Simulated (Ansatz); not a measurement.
**C₂H₆AlO (charge +1): density, localisation and related maps**

Input

```
crystal:
  periodic: [false, false, false]
  atoms:
    - {symbol: C, position_ang: [-2.821414, 2.868024, -0.182762]}
    - {symbol: C, position_ang: [-0.337756, -1.379053, -0.446838]}
    - {symbol: Al, position_ang: [-1.297835, 0.262754, -0.344794]}
    - {symbol: O, position_ang: [-2.110300, 1.652028, -0.258471]}
    - {symbol: H, position_ang: [-2.937492, 3.157676, 0.870427]}
    - {symbol: H, position_ang: [-2.266402, 3.649135, -0.719797]}
    - {symbol: H, position_ang: [-3.811885, 2.740375, -0.640202]}
    - {symbol: H, position_ang: [0.651546, -1.257892, 0.022141]}
    - {symbol: H, position_ang: [-0.897824, -2.167499, 0.080440]}
    - {symbol: H, position_ang: [-0.208862, -1.666259, -1.502414]}
basis:
  gaussian:
    orbitals: def2-TZVPD
total_charge: 1
hamiltonian:
  xc: pbe0
output: {forces: true, orbitals: {seedname: orbitals}}
```

Run with:

```sh
ansatz run input.yaml --threads 1 --pin off --max-ram 2610MiB --events-out events.jsonl --progress --plain --runs-dir runs
```

Geometry: PBE0-D3(BJ)/def2-SVP.

All numbers below come from Ansatz, isolated molecule in a Gaussian basis; Kohn-Sham density functional theory, functional PBE0.

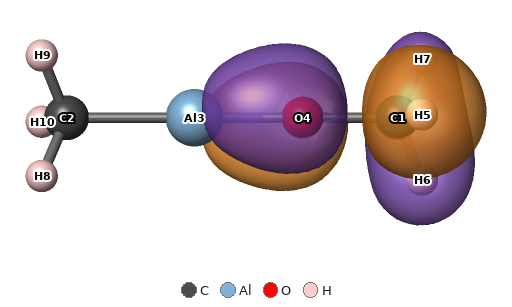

Figure 1. The HOMO at ±0.1 Å⁻³ᐟ² (orange and purple are the two phases), seen from one side.

**Where does this orbital lie, and at what energy?**

By Hirshfeld shares it lies mainly on O4 (about 45 %), C1 (about 25 %), H5 (about 10 %) and H6 (about 10 %). It is one of a degenerate set, so its orientation is arbitrary. Its energy is −13.67 eV.

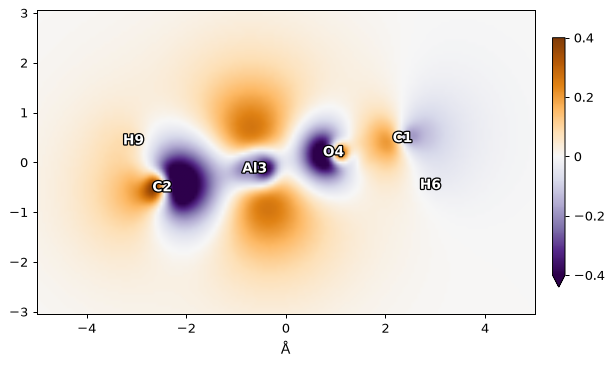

Figure 2. The LUMO on the plane of atoms O4, C1 and H6 (values in Å⁻³ᐟ²; the overall sign is arbitrary).

**Where does this orbital lie, and at what energy?**

It lies mainly on Al3 (about 65 %), C2 (about 20 %) and O4 (about 10 %). Its energy is −7.00 eV.
